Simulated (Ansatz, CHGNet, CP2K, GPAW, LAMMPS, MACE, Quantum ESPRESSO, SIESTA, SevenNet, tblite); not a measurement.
# Quantum ESPRESSO on glassy 69SiO2-19Al2O3-6SrO-6Li2O (mol %) (106 atoms): settings against a plane-wave reference

Aim: run glassy 69SiO2-19Al2O3-6SrO-6Li2O (mol %) (106 atoms) in Quantum ESPRESSO and see how near its forces come to a plane-wave reference, and at what cost.

Program: Quantum ESPRESSO 7.5. Level of theory: the method is named at each step. Results are calculated unless marked as measured.

## Step 1: The structure

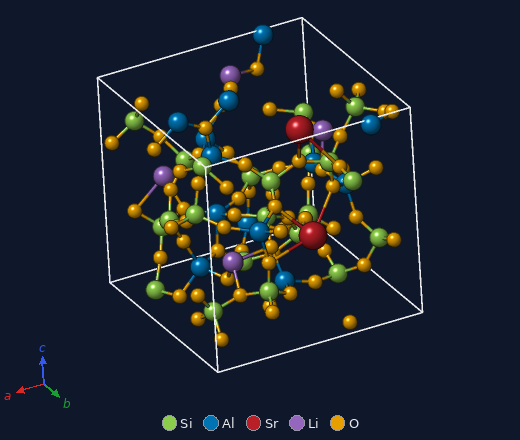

The cell as given, from a free direction (silicon green, aluminium blue, strontium red, lithium purple, oxygen orange). Bonds to atoms that aren't drawn are left out. Some periodic images of atoms are drawn too.

The cell holds 106 atoms: 22 Si, 12 Al, 2 Sr, 4 Li and 66 O. Cell: a = 11.659 Å, b = 11.659 Å, c = 11.659 Å, α = 90.0°, β = 90.0°, γ = 90.0°. 106 atoms (22 Si, 12 Al, 2 Sr, 4 Li, 66 O) placed at random at 2.31 g/cm³, melted at 4000 K for 10 ps at fixed volume with the Morse and Coulomb pair potential with partial charges (Pedone, Malavasi, Menziani, Cormack and Segre, J. Phys. Chem. B 110, 11780 (2006)). Quenched from 4000 K to 300 K at 50 K/ps and fixed volume, held 5 ps.

The yardstick, on the same geometry:

- method: Kohn-Sham DFT, PBE, PAW, plane waves (Ansatz 0.2.0); cutoff 420 eV, Γ point, fermi-dirac smearing of 0.05 eV; PAW set soft_2
- r.m.s. force component: 1.295 eV/Å
- longest force: 5.151 eV/Å
- pressure: 1.596 GPa
- gap (highest filled to lowest empty level): 2.915 eV
- SCF cycles: 9
- time: 11 s on 8 threads of Arm Neoverse V2, shared host
- CPU time: 83 s

## Step 2: PBE, sssp-1.3.0-efficiency, 60/480 Ry

Method: Kohn-Sham DFT, PBE, SSSP efficiency 1.3.0 pseudopotentials, plane waves.

Input file pw.in:

```
&control
  calculation = 'scf'
  pseudo_dir = './pseudo'
  outdir = './tmp'
  disk_io = 'none'
  tprnfor = .true.
  tstress = .true.
/
&system
  ibrav = 0
  nat = 106
  ntyp = 5
  ecutwfc = 60
  ecutrho = 480
  nosym = .true.
  occupations = 'smearing'
  smearing = 'fd'
  degauss = 0.003675
/
&electrons
  conv_thr = 5.3e-07
  electron_maxstep = 100
  mixing_beta = 0.4
  mixing_mode = 'plain'
  diagonalization = 'david'
/
ATOMIC_SPECIES
Si 28.085 Si.upf
Al 26.982 Al.upf
Sr 87.620 Sr.upf
Li 6.940 Li.upf
O 15.999 O.upf
CELL_PARAMETERS angstrom
11.65850 0.00000 0.00000
0.00000 11.65850 0.00000
0.00000 0.00000 11.65850
ATOMIC_POSITIONS crystal
Si 0.28986 0.98696 0.72095
Si 0.46497 0.47897 0.37632
Si 0.86756 0.60227 0.55702
Si 0.07645 0.11462 0.60846
Si 0.35528 0.12961 0.38646
Si 0.07948 0.62937 0.86353
Si 0.64768 0.83036 0.21743
Si 0.27953 0.40789 0.20722
Si 0.86162 0.71171 0.13052
Si 0.49198 0.28528 0.07973
Si 0.87828 0.08836 0.79118
Si 0.01057 0.02041 0.34711
Si 0.76462 0.06518 0.23154
Si 0.71918 0.23546 0.61794
Si 0.86819 0.34836 0.41632
Si 0.25927 0.71002 0.68309
Si 0.95106 0.87014 0.93259
Si 0.89122 0.22075 0.02832
Si 0.50109 0.61745 0.61666
Si 0.22024 0.64672 0.10028
Si 0.11945 0.18784 0.15641
Si 0.06734 0.75975 0.27910
Al 0.52014 0.04211 0.57763
Al 0.19100 0.99755 0.97042
Al 0.14041 0.31104 0.46837
Al 0.73919 0.36283 0.15838
Al 0.71307 0.48424 0.74617
Al 0.48357 0.65747 0.14527
Al 0.34574 0.05042 0.11787
Al 0.66622 0.81058 0.50413
Al 0.61538 0.48585 0.98677
Al 0.59120 0.25250 0.32543
Al 0.13427 0.60000 0.49139
Al 0.86874 0.49327 0.95948
Sr 0.40961 0.81040 0.41147
Sr 0.42630 0.77298 0.91741
Li 0.68803 0.57624 0.26117
Li 0.41200 0.10369 0.88145
Li 0.73281 0.04512 0.45998
Li 0.13100 0.40188 0.66287
O 0.78736 0.71462 0.52026
O 0.73086 0.71812 0.17321
O 0.88320 0.60072 0.05053
O 0.38696 0.36810 0.12558
O 0.78149 0.13594 0.70766
O 0.43710 0.16213 0.05953
O 0.99454 0.09184 0.71884
O 0.88151 0.95604 0.84694
O 0.25397 0.20627 0.42989
O 0.20802 0.11342 0.07808
O 0.34280 0.44350 0.31844
O 0.54234 0.72649 0.55470
O 0.00154 0.63562 0.54704
O 0.63732 0.82589 0.35160
O 0.53877 0.60958 0.01657
O 0.50303 0.58280 0.28366
[... 46 atom lines left out ...]
O 0.42594 0.02358 0.70639
O 0.32831 0.04575 0.26829
O 0.88562 0.82306 0.04812
O 0.73590 0.48776 0.89022
K_POINTS gamma
```

The run is started by

```sh
OMP_NUM_THREADS=1 mpirun -np 4 pw.x -in pw.in > output.txt
```

Log:

```text
Program PWSCF
     gamma-point specific algorithms are used
     one sub-group per band group will be used
     scalapack distributed-memory algorithm (size of sub-group:  2*  2 procs)
     Parallelization info
     sticks:   dense  smooth     PW     G-vecs:    dense   smooth      PW
     Min        4627    2315    578               474780   167832   20970
     Max        4630    2318    579               474790   167846   20977
     Sum       18513    9265   2313              1899137   671349   83887
     bravais-lattice index     =            0
     lattice parameter (alat)  =      22.0314  a.u.
     unit-cell volume          =   10693.6172 (a.u.)^3
     number of atoms/cell      =          106
     number of atomic types    =            5
     number of electrons       =       552.00
     number of Kohn-Sham states=          331
     kinetic-energy cutoff     =      60.0000  Ry
     charge density cutoff     =     480.0000  Ry
     scf convergence threshold =      5.3E-07
     mixing beta               =       0.4000
     number of iterations used =            8  plain     mixing
     Exchange-correlation= SLA  PW   PBX  PBC
                           (   1   4   3   4   0   0   0)
     crystal axes: (cart. coord. in units of alat)
               a(1) = (   1.000000   0.000000   0.000000 )
               a(2) = (   0.000000   1.000000   0.000000 )
               a(3) = (   0.000000   0.000000   1.000000 )
     reciprocal axes: (cart. coord. in units 2 pi/alat)
               b(1) = (  1.000000  0.000000  0.000000 )
               b(2) = (  0.000000  1.000000  0.000000 )
               b(3) = (  0.000000  0.000000  1.000000 )
     PseudoPot. # 1 for Si:
     Pseudo is Ultrasoft + core correction, Zval =  4.0
     PseudoPot. # 2 for Al:
     Pseudo is Projector augmented-wave + core cor, Zval =  3.0
     PseudoPot. # 3 for Sr:
     Pseudo is Ultrasoft + core correction, Zval = 10.0
     PseudoPot. # 4 for Li:
     Pseudo is Ultrasoft, Zval =  3.0
     PseudoPot. # 5 for O :
     Pseudo is Projector augmented-wave + core cor, Zval =  6.0
     atomic species   valence    mass     pseudopotential
     Si                4.00    28.08500     Si( 1.00)
     Al                3.00    26.98200     Al( 1.00)
     Sr               10.00    87.62000     Sr( 1.00)
     Li                3.00     6.94000     Li( 1.00)
     O                 6.00    15.99900     O ( 1.00)
     No symmetry found
   Cartesian axes
     number of k points=     1  Fermi-Dirac smearing, width (Ry)=  0.0037
                       cart. coord. in units 2pi/alat
        k(    1) = (   0.0000000   0.0000000   0.0000000), wk =   2.0000000
     Dense  grid:   949569 G-vectors     FFT dimensions: ( 160, 160, 160)
     Smooth grid:   335675 G-vectors     FFT dimensions: ( 120, 120, 120)
     Initial potential from superposition of free atoms
     starting charge     550.0898, renormalised to     552.0000
     negative rho (up, down):  1.281E-01 0.000E+00
     Starting wfcs are  446 randomized atomic wfcs
     Self-consistent Calculation
     iteration #  1     ecut=    60.00 Ry     beta= 0.40
     negative rho (up, down):  1.285E-01 0.000E+00
     total energy              =   -3678.10479329 Ry
     estimated scf accuracy    <      27.74615110 Ry
     iteration #  2     ecut=    60.00 Ry     beta= 0.40
     negative rho (up, down):  1.298E-01 0.000E+00
     total energy              =   -3684.58160360 Ry
     estimated scf accuracy    <       1.07225723 Ry
     iteration #  3     ecut=    60.00 Ry     beta= 0.40
     negative rho (up, down):  1.317E-01 0.000E+00
     total energy              =   -3684.63052522 Ry
     estimated scf accuracy    <       0.47111187 Ry
     iteration #  4     ecut=    60.00 Ry     beta= 0.40
     negative rho (up, down):  1.325E-01 0.000E+00
     total energy              =   -3684.69809784 Ry
     estimated scf accuracy    <       0.08011043 Ry
     iteration #  5     ecut=    60.00 Ry     beta= 0.40
     negative rho (up, down):  1.324E-01 0.000E+00
     total energy              =   -3684.69223756 Ry
     estimated scf accuracy    <       0.02079314 Ry
     iteration #  6     ecut=    60.00 Ry     beta= 0.40
[...]
total energy              =   -3684.69654222 Ry
     estimated scf accuracy    <       0.00086438 Ry
     iteration #  7     ecut=    60.00 Ry     beta= 0.40
[...]
total energy              =   -3684.69692307 Ry
     estimated scf accuracy    <       0.00013085 Ry
     iteration #  8     ecut=    60.00 Ry     beta= 0.40
[...]
total energy              =   -3684.69692489 Ry
     estimated scf accuracy    <       0.00005901 Ry
     iteration #  9     ecut=    60.00 Ry     beta= 0.40
[...]
total energy              =   -3684.69694374 Ry
     estimated scf accuracy    <       0.00001150 Ry
     iteration # 10     ecut=    60.00 Ry     beta= 0.40
[...]
total energy              =   -3684.69694437 Ry
     estimated scf accuracy    <       0.00000193 Ry
     iteration # 11     ecut=    60.00 Ry     beta= 0.40
     negative rho (up, down):  1.323E-01 0.000E+00
     End of self-consistent calculation
          k = 0.0000 0.0000 0.0000 ( 41944 PWs)   bands (ev):
   -43.0597 -42.5234 -41.7389 -41.6435 -32.3264 -32.0488 -18.4751 -17.8472
   -17.8357 -17.6245 -17.5805 -17.4283 -17.2777 -17.2328 -17.1602 -17.0419
   -17.0288 -16.9549 -16.8562 -16.7601 -16.7104 -16.6358 -16.6069 -16.5722
   -16.5298 -16.4038 -16.3759 -16.2637 -16.2590 -16.1305 -16.0342 -16.0188
   -15.9736 -15.9204 -15.9146 -15.8487 -15.7702 -15.7186 -15.6883 -15.6548
   -15.6005 -15.5689 -15.5401 -15.5074 -15.4907 -15.4714 -15.3952 -15.3616
[...]
9.3217   9.3720   9.4297   9.5357   9.6172   9.6982   9.8108   9.8599
     9.8975   9.9449  10.0027  10.0427  10.1220  10.1384  10.2294  10.2460
    10.2919  10.3446  10.3667  10.3933  10.4402  10.4578  10.4910  10.5555
    10.6062  10.6448  10.6717
     the Fermi energy is     4.3303 ev
!    total energy              =   -3684.69694505 Ry
     estimated scf accuracy    <       0.00000020 Ry
     smearing contrib. (-TS)   =      -0.00000000 Ry
     internal energy E=F+TS    =   -3684.69694505 Ry
     The total energy is F=E-TS. E is the sum of the following terms:
     one-electron contribution =   -1941.35419026 Ry
     hartree contribution      =    1242.86719877 Ry
     xc contribution           =    -720.70680076 Ry
     ewald contribution        =   -1222.46596115 Ry
     one-center paw contrib.   =   -1043.03719165 Ry
     convergence has been achieved in  11 iterations
     negative rho (up, down):  1.323E-01 0.000E+00
     Forces acting on atoms (cartesian axes, Ry/au):
     atom    1 type  1   force =    -0.01554379   -0.03319935   -0.09497727
     atom    2 type  1   force =     0.06187541    0.03226714   -0.01024741
     atom    3 type  1   force =     0.00498584    0.02186148   -0.07531012
     atom    4 type  1   force =     0.04206768   -0.12973417   -0.05316346
     atom    5 type  1   force =     0.00036053   -0.10775496   -0.06916266
     atom    6 type  1   force =    -0.04321189    0.09790913    0.03207483
[...]
atom  104 type  5   force =    -0.00320758   -0.01802722    0.00404115
     atom  105 type  5   force =    -0.01805684    0.04425894   -0.03907052
     atom  106 type  5   force =    -0.01785941    0.01023856    0.04342278
     Total force =     0.919338     Total SCF correction =     0.001021
     Computing stress (Cartesian axis) and pressure
     negative rho (up, down):  1.323E-01 0.000E+00
          total   stress  (Ry/bohr**3)                   (kbar)     P=       18.59
   0.00021416   0.00008714   0.00007872           31.50       12.82       11.58
   0.00008714  -0.00000423  -0.00002319           12.82       -0.62       -3.41
   0.00007872  -0.00002319   0.00016921           11.58       -3.41       24.89
     Message from routine punch:
     Nothing written, as per user request (disk_io='none')
```

Wall time 4.8 min (4 MPI ranks of Arm Neoverse V2, shared host); peak memory 5.3 GiB.

Banners, paths, timers and routine set-up lines are dropped from the logs unmarked, and long logs keep their key lines alone; longer cuts are marked.

Numbers from this run, and their distance from the reference:

| Property | Result |
| --- | --- |
| r.m.s. force component | 1.325 eV/Å |
| r.m.s. difference of force components | 40.14 meV/Å |
| longest difference of force vectors | 223.2 meV/Å |
| force difference over r.m.s. force | 3.101 % |
| slope of forces against the reference's | 1.024 |
| correlation of force components | 0.9998 |
| gap (highest filled to lowest empty level) | 2.915 eV |
| gap difference | 0.0001 eV |
| pressure | 1.859 GPa |
| pressure difference | 0.2634 GPa |

Length of the force difference by element (eV/Å):

```
element  atoms    mean    most
     Al     12   0.091    0.20
     Li      4  0.0031   0.005
      O     66   0.056    0.22
     Si     22   0.057    0.11
     Sr      2  0.0033  0.0037
```

Levels nearest the highest filled one (eV from it): -1.21, -1.17, -1.13, -1.09, -1.05, -0.93, -0.90, -0.78, -0.50, -0.18, -0.03, 0.00, 2.92, 3.80, 4.30, 4.36, 4.51, 4.57, 4.77, 4.84, 4.92, 4.98, 5.09, 5.26.

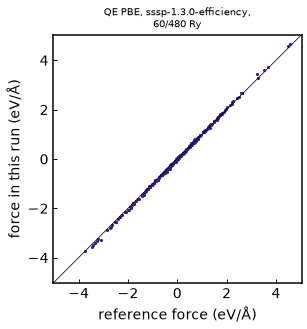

Force components against those of the reference; the line marks equality.

Local excerpt of 9 atoms (numbers count through the whole input) about Sr35, one of the 2 Sr atoms; x, y, z are measured from there.

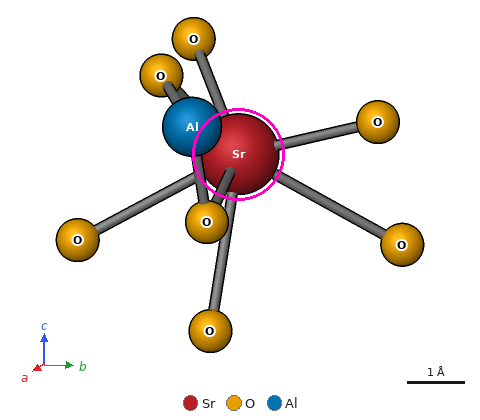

The atoms of the table, within 3.3 Å (arrows a, b, c point along x, y, z); some may hide others; the central atom is ringed.

| atom | x | y | z | distance (Å) | bonds | Fx | Fy | Fz (eV/Å) |
| --- | --- | --- | --- | --- | --- | --- | --- | --- |
| Sr35 | 0.00 | 0.00 | 0.00 | 0.00 | 4 | -0.48 | 0.27 | -0.37 |
| O52 | 1.55 | -0.98 | 1.67 | 2.48 | 3 | 1.08 | 3.61 | -1.80 |
| O91 | 0.04 | 2.58 | 0.73 | 2.68 | 3 | -0.52 | -0.52 | -0.03 |
| O54 | 2.65 | 0.18 | -0.70 | 2.75 | 3 | -0.63 | -0.39 | 2.67 |
| O83 | -1.97 | -1.39 | 1.62 | 2.90 | 3 | 0.07 | 0.73 | -1.49 |
| Al30 | 2.99 | 0.00 | 1.08 | 3.18 | 4 | 1.39 | -3.40 | -0.37 |
| O56 | 1.09 | -2.65 | -1.49 | 3.23 | 3 | 0.30 | 1.32 | -0.33 |
| O88 | 1.41 | -0.11 | -2.93 | 3.25 | 3 | -2.55 | 0.06 | -1.07 |
| O104 | -0.95 | 2.74 | -1.67 | 3.35 | 2 | -0.08 | -0.46 | 0.10 |

Forces lie 3.1 % from the reference's, at 14 times its CPU time (on 4 against 8 cores).

[end of part 1 of 2]

[Also dropped from logs without a mark: logging warnings of Python, and SIESTA's first energy breakdown and zero terms.]

[Logs are printed without paths, hosts, clocks, repeated set-up lines and the standing remarks that a program may print on its own settings, such as how far it seeks lower states.]

[Hosts, paths, dates, database ids (printed as entryN), source tags and the programs' standing remarks are cut or masked in the printed files.]
